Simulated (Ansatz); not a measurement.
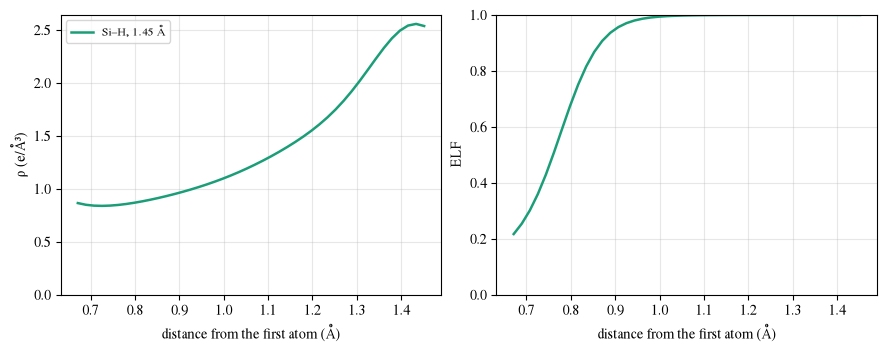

SiH₄. Electron density and electron localisation function along straight lines between neighbouring atoms. The curves leave out the atomic cores.

Not at a stationary point (largest force 1.5 eV/Å).

Method: RKS PBE0-D4/def2-TZVP in Ansatz 0.2.0.

```xyz
5

Si    0.1521    0.0000    0.1077
H     0.4888    0.0000    1.5196
H     1.5955    0.0000   -0.0454
H    -0.5148    1.2338   -0.3640
H    -0.5148   -1.2338   -0.3640
```

What can be read from the curves?

Si–H (1.45 Å): the density is about 0.84 e/Å³ at the midpoint; the ELF climbs to about 1 towards the hydrogen, as it does in any bond to H.
